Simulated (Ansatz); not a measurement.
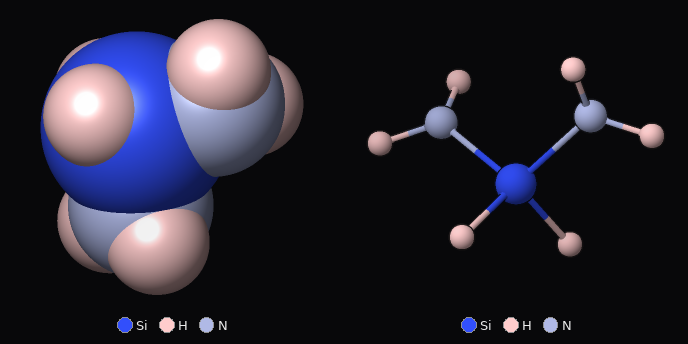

The same structure drawn twice, from different directions.

The computed structure is the end point of a PBE0-D4/def2-TZVP optimisation.

Identify the structure.

The molecule is H6N2Si. The point group is C2. Coordination, clear cases only: 1 Si tetrahedral.

More results for the same structure follow; atom numbers are the same in all pictures, views and colours differ.

### Thermal motion

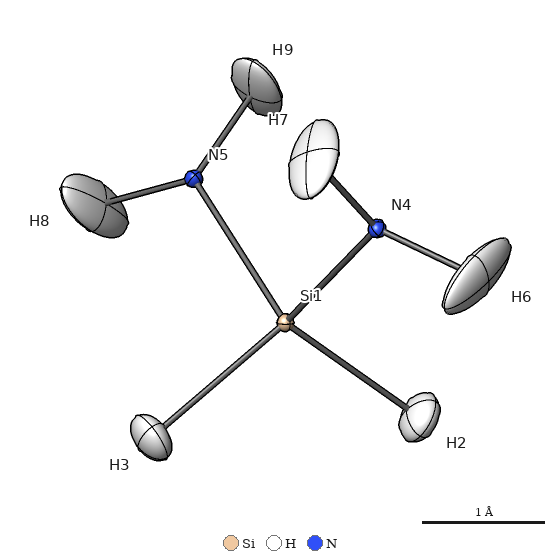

Displacement ellipsoids at the 50 % level, from the internal vibrations of the free molecule (harmonic, no overall translation or rotation; no half-axis is drawn under 0.075 Å). Vibrations computed with RKS PBE0-D4/def2-TZVP (Ansatz 0.2.0). Temperature: 298 K.

Give the displacement parameters, one line for each set of equivalent atoms.

```json
{"atom": "Si1", "U_eq (Å²)": "0.00062", "rms amplitudes (Å)": "0.018, 0.018, 0.035"}
{"atom": "H2, H3", "U_eq (Å²)": "0.0164", "rms amplitudes (Å)": "0.089, 0.141, 0.147"}
{"atom": "N4, N5", "U_eq (Å²)": "0.0017", "rms amplitudes (Å)": "0.022, 0.035, 0.058"}
{"atom": "H6, H8", "U_eq (Å²)": "0.0388", "rms amplitudes (Å)": "0.078, 0.146, 0.298"}
{"atom": "H7, H9", "U_eq (Å²)": "0.0333", "rms amplitudes (Å)": "0.069, 0.155, 0.267"}
```

### Dipole moment

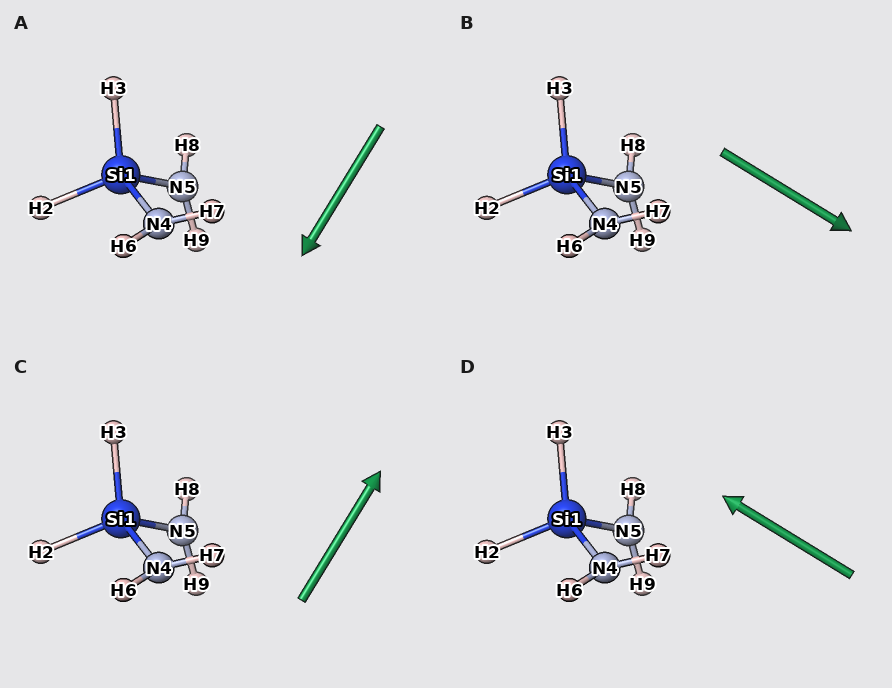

The same molecule four times, each with an arrow. Method: RKS PBE0-D4/def2-TZVP (Ansatz 0.2.0).

> Which arrow points along the dipole moment, from the negative to the positive end?

B. The dipole moment is 0.75 D; it points from the side of H2, H3 to the side of H7, H9 (the outermost atoms at the two ends).

### Charges

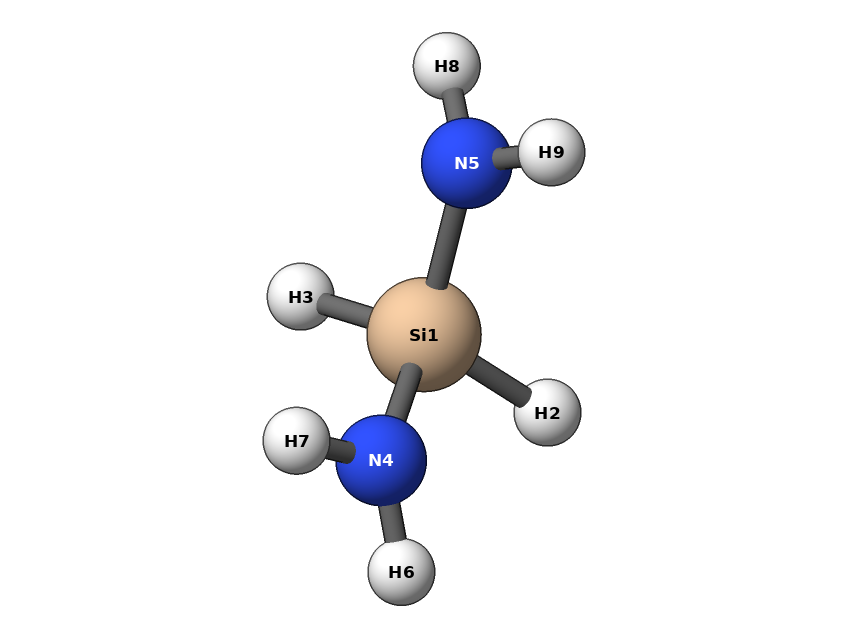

The questions are on Mulliken charges. Method: RKS PBE0-D4/def2-TZVP (Ansatz 0.2.0).

> Which atom carries the highest charge (most positive or least negative)?

Si1 (0.45 e).

> And the lowest?

N4, N5 (−0.63 e).

List the Mulliken charges.

| atom | value (e) |
| --- | --- |
| Si1 | 0.45 |
| H2 | −0.07 |
| H3 | −0.07 |
| N4 | −0.63 |
| N5 | −0.63 |
| H6 | 0.24 |
| H7 | 0.24 |
| H8 | 0.24 |
| H9 | 0.24 |

Mulliken values depend strongly on the basis set and can even reverse the polarity of a bond.
